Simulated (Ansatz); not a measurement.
AlBH₄O (SMILES O[BH][AlH2])

```xyz
7

O    -1.4092   -0.6988   -0.7118
B    -0.3719    0.1741   -0.6355
Al    0.9976    0.0293    1.0120
H    -1.9734   -0.5644   -1.4797
H    -0.2749    1.0005   -1.5169
H     0.7691    0.8443    2.3643
H     2.3238   -0.8530    0.9219
```

Geometry: PBE0-D4/def2-TZVP.

Theory: RKS PBE0-D4/def2-TZVPP (Ansatz 0.2.0).

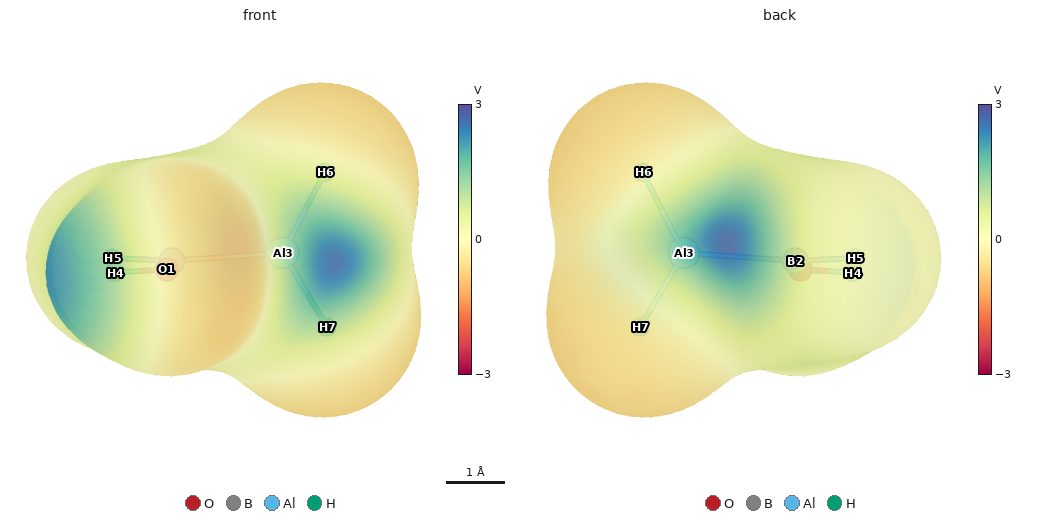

Figure 1. The electrostatic potential painted on the density surface at 0.001 e/bohr³, seen from the front and from behind; red is negative and blue positive.

> Which sites attract a positive test charge, and which a negative one?

A positive charge is drawn to the negative regions and a negative charge to the positive ones. The most negative region (about −0.8 V) lies over O1, the most positive (about +2.6 V) over Al3.

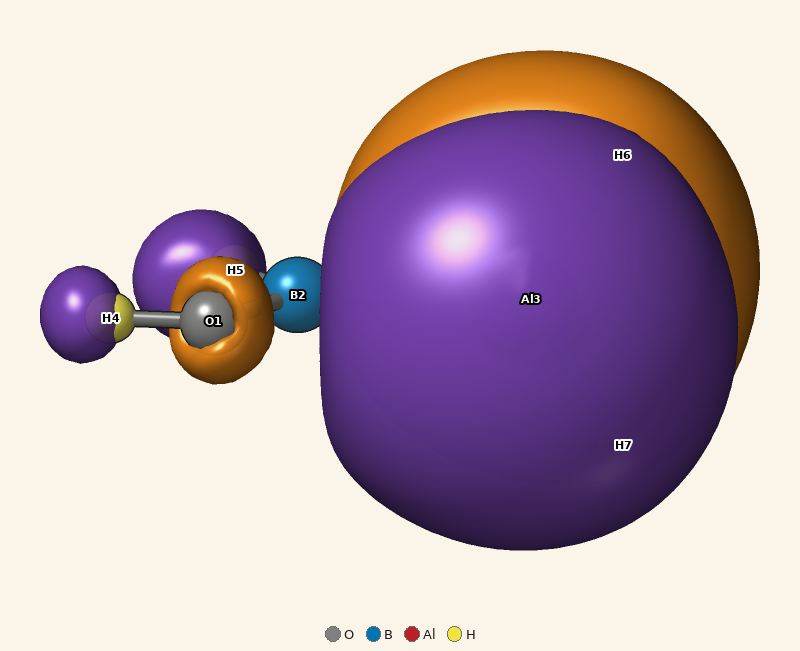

Figure 2. The LUMO at ±0.06 Å⁻³ᐟ² (orange and purple are the two phases), seen at a tilt.

> What is the character of this orbital?

It lies mainly on Al3 (about 75 %) and B2 (about 10 %). Its energy is −1.53 eV.

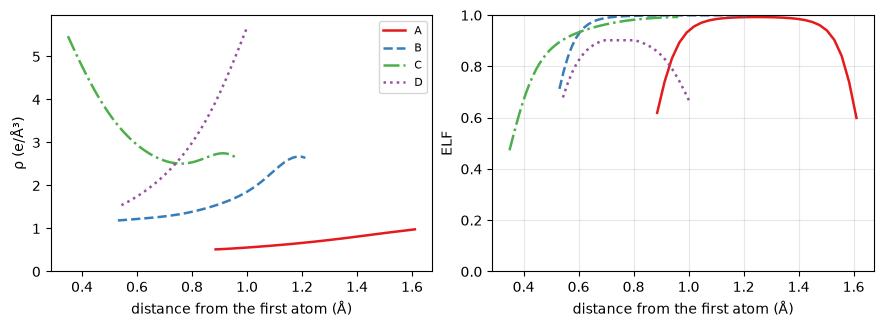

Figure 3. Electron density and electron localisation function along straight lines between neighbouring atoms. The curves leave out the atomic cores.

> Which curve belongs to which contact (Al–B, B–H, B–O and O–H)? The first atom named is at distance zero.

Curve A: Al–B (2.15 Å): ρ is about 0.59 e/Å³ halfway; the ELF peaks at about 1 between the atoms (a shared electron pair). Curve B: B–H (1.21 Å): ρ is about 1.2 e/Å³ halfway; the ELF climbs to about 1 towards the hydrogen, as it does in any bond to H: a covalent bond by its length. Curve C: O–H (0.96 Å): the density is about 3.8 e/Å³ at the midpoint; the ELF climbs to about 1 towards the hydrogen: a covalent bond by its length. Curve D: B–O (1.36 Å): the density is about 2.1 e/Å³ at the midpoint; the ELF peaks at about 0.90 between the atoms; a short, strongly polar bond.

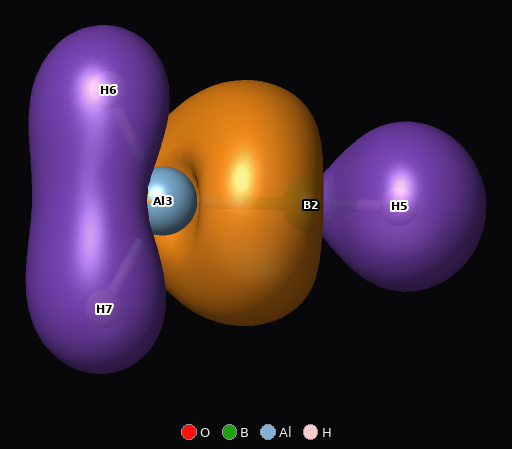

Figure 4. One frontier orbital at ±0.08 Å⁻³ᐟ² (orange and purple are the two phases), seen at an oblique angle.

> Which orbital is it: HOMO or LUMO?

The HOMO, at −7.00 eV. By Hirshfeld shares it lies mainly on B2 (about 35 %), Al3 (about 30 %), H5 (about 10 %), O1 (about 10 %), H7 (about 5 %) and H6 (about 5 %).
